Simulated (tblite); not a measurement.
**Run report: C₉H₁₈Ge, frequency calculation**

System: C₉H₁₈Ge.
Method: GFN2-xTB harmonic vibrations, gas phase (tblite 0.8.0).

It belongs to a series of runs on one base structure; here: constitutional isomer.

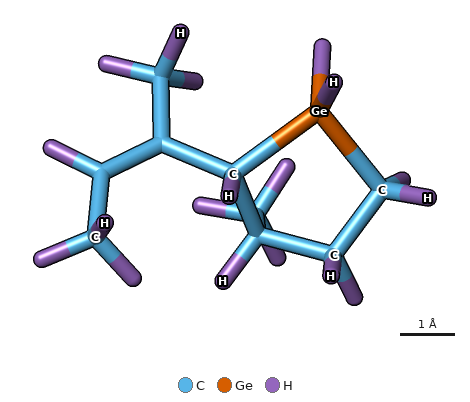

Fig. 1: The structure as given in the input (stick view, seen at a tilt). Sticks mark near contacts. Bond lengths as drawn: C–C 1.33 to 1.54 Å, C–Ge 1.98 to 2.00 Å, C–H 1.08 to 1.10 Å and Ge–H 1.51 Å.

Key numbers:

- outcome: converged
- total energy: −825.7753 eV
- zero-point energy: 150.4200 kcal/mol
- hardware: 1 CPU thread, shared host
- wall time: 4 s
- peak memory: 0.19 GiB

Input:
```
{"job": {"kind": "ir", "xc": "GFN2-xTB", "basis": "xTB"}, "charge": 0, "multiplicity": 1}
C      2.814458    -1.342104    -0.471096
C      2.524964    -0.060676     0.249680
C      1.373337     0.604117     0.243119
C      1.242118     1.917199     0.953620
C      0.173967     0.108371    -0.510487
Ge    -1.207647     1.389566    -1.173629
C     -2.654337     0.048370    -0.963197
C     -1.903827    -1.239010    -0.615756
C     -0.677010    -0.930749     0.250092
C     -1.088926    -0.441938     1.631838
H      1.981861    -2.038563    -0.412294
H      3.694068    -1.822822    -0.050415
H      3.012401    -1.145995    -1.526833
H      3.362085     0.357555     0.794203
H      0.342235     1.944647     1.564913
H      1.165426     2.718813     0.215286
H      2.105997     2.110340     1.585552
H      0.537607    -0.398441    -1.413645
H     -0.967540     1.832463    -2.596044
H     -1.460951     2.660686    -0.401001
H     -3.267197    -0.091578    -1.851549
H     -3.326048     0.330223    -0.152923
H     -1.560232    -1.711407    -1.539938
H     -2.557891    -1.949854    -0.105894
H     -0.099377    -1.853479     0.378740
H     -0.215417    -0.315695     2.267354
H     -1.611800     0.511431     1.560726
H     -1.753225    -1.164113     2.103792
```

The first line tells a small driver script what to run in tblite; the rest is the geometry in Å.

Launched with:
```bash
OMP_NUM_THREADS=1 python <driver script> task.json out
```

Log:
```
mode    cm-1     km/mol
  1     -78.9      0.24
  2      65.7      0.12
  3      74.8      0.06
  4     142.7      0.17
  5     177.9      0.63
  6     182.5      0.17
  7     201.7      0.38
  8     225.0      1.07
  9     251.0      1.32
 10     273.0      3.00
 11     293.6      0.56
 12     355.9      2.05
 13     375.9     10.60
 14     393.5     15.15
 15     426.2     20.46
 16     487.1      4.60
 17     530.6      2.89
 18     551.7     41.38
 19     570.7      4.70
 20     603.0     63.24
 21     646.9    181.60
 22     693.5     35.08
 23     775.5     31.11
 24     797.5      9.37
 25     849.8    204.47
 26     863.3      2.86
 27     879.7     42.98
 28     920.9      8.91
 29     954.7      0.90
 30    1003.3      5.97
 31    1013.4      5.18
 32    1017.8      5.81
 33    1035.6      7.04
 34    1047.7      4.04
 35    1060.1     11.71
 36    1069.0      2.53
 37    1108.3     11.09
 38    1122.2     10.52
 39    1148.2      8.59
 40    1184.1      8.64
 41    1204.6      7.47
 42    1229.0      8.32
 43    1251.3      0.54
 44    1268.7      2.26
 45    1284.2      7.29
 46    1331.0     11.75
 47    1337.8     13.55
 48    1348.5      8.15
 49    1396.6      3.80
 50    1407.4      5.53
 51    1409.0      3.75
 52    1469.0      1.69
 53    1474.6      4.76
 54    1475.6      4.16
 55    1489.9      2.87
 56    1493.8      0.51
 57    1496.8      2.19
 58    1501.7      0.74
 59    1511.2      1.99
 60    1721.4      2.32
 61    1907.9    295.11
 62    1977.7    528.61
 63    2882.7     36.84
 64    2915.1     54.40
 65    2949.7     39.84
 66    2963.1     27.33
 67    2969.1     65.52
 68    2974.6     23.85
 69    2976.4     75.07
 70    2998.0     35.57
 71    3000.2     46.85
 72    3017.9     63.61
 73    3019.8     15.67
 74    3031.0     15.69
 75    3033.5     18.65
 76    3035.6     22.24
 77    3041.1     32.31
 78    3050.8    110.65
```

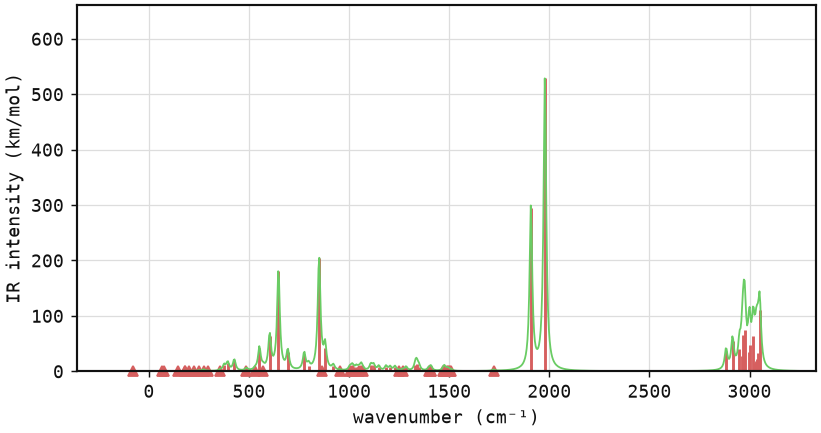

Fig. 2: Harmonic infrared spectrum, unscaled: sticks (degenerate modes added up, dark ones marked on the axis) with a Lorentzian envelope of 16 cm⁻¹ full width, scaled to the tallest stick; imaginary modes are drawn at negative wavenumbers. 78 modes from 79i to 3051 cm⁻¹, 1 imaginary beyond 8i (79i cm⁻¹): not a clean minimum; so soft a mode can be a shallow saddle, an incomplete relaxation or noise of the force constants. The strongest line is at 1978 cm⁻¹ (529 km/mol).
